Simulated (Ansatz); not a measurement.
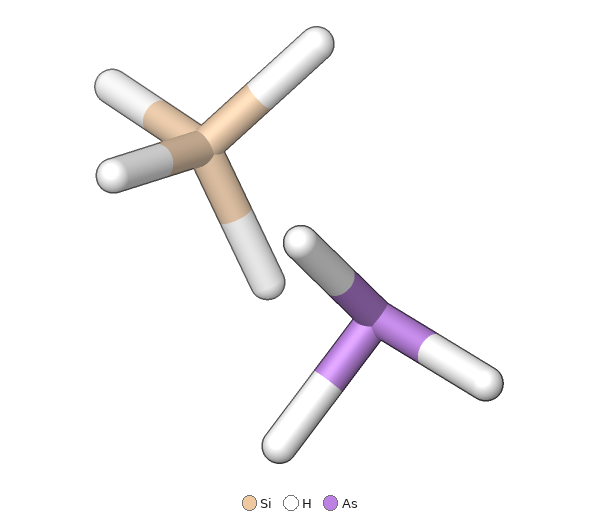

The computed structure is the end point of a PBE0-D4/def2-TZVP optimisation. Level of theory: RKS r2SCAN-D4/def2-TZVPP (Ansatz 0.2.0).

Q: Estimate the dispersion correction.

A: −3.1 kJ/mol.
